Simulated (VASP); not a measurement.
Band structure of NiO (rock salt, AFM-II order). Computed with vdW-DF-cx, VASP's PBE PAW potentials (set 64) (plane waves; VASP).

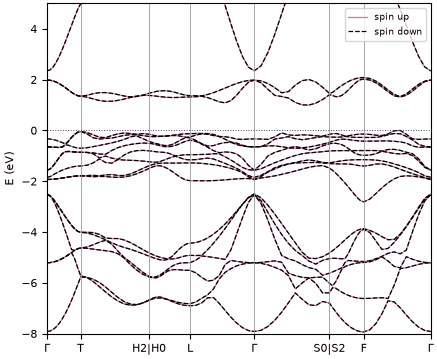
Fig. 1. Bands along high-symmetry lines, zero at the valence-band maximum or, without a gap, the Fermi level

Q: Read the plot: is there a gap, and where are the band edges?

A: The gap is indirect, 1.00 eV, from the valence maximum at F-Γ at 0.55 to the conduction minimum at Γ-S0 at 0.73. (Edges off the drawn lines would not show.)

The compound is NiO in the rock salt, AFM-II order structure. It was relaxed first.
